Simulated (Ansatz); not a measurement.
# A computed series for MgSe: pressure series

Consider MgSe in the rock salt structure (space group Fm-3m, No. 225; a = 5.5083 Å).

Cell and atoms are relaxed at each pressure.

Calculations: PBE in Ansatz (plane waves to 420 eV, PAW, no SOC), earlier PAW set.

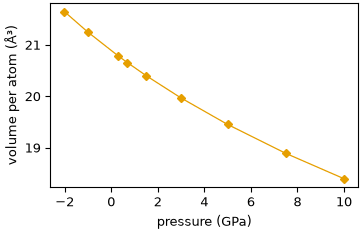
Volume against pressure

### Question
Estimate the zero-pressure bulk modulus from the plot.

### Answer
About 61 GPa; a third-order Birch–Murnaghan fit to the points gives V₀ = 20.89 Å³/atom, B₀ = 61 GPa and B₀′ = 4.1.

Between the base and pressure 5 GPa the gap moves from 1.77 eV to 1.89 eV, a mean slope of 24 meV/GPa.

Load acts through the strain it causes; cell and atoms are relaxed under it. Stability against distortions was not tested. No other phases were tried under pressure.

Ansatz is a first-principles code.
